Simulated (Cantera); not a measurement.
Feed: 1 mol CF4, 0.85 mol F2, 15 mol H2, at 7.50 Torr.

These are equilibrium values from Cantera (NASA tables, ideal gas, pure condensed phases), not measurements of a reactor. Candidate condensed phases: C, C6H6, C7H8, C8H18; 95 gas species. The numbers say what is thermodynamically allowed, not how fast it happens.

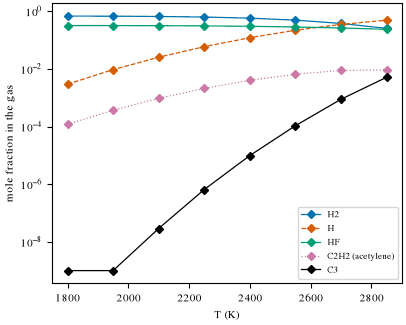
*Equilibrium gas composition (values under 1e-9 drawn at 1e-9)*

From 1800 K to 2700 K the condensed part is C(graphite). At 2850 K nothing is condensed. The main C-bearing gas is C2H2 (acetylene) throughout. The share of C in condensed phases is highest at 1800 K (99.6 %) and lowest at 2850 K (0.0 %).
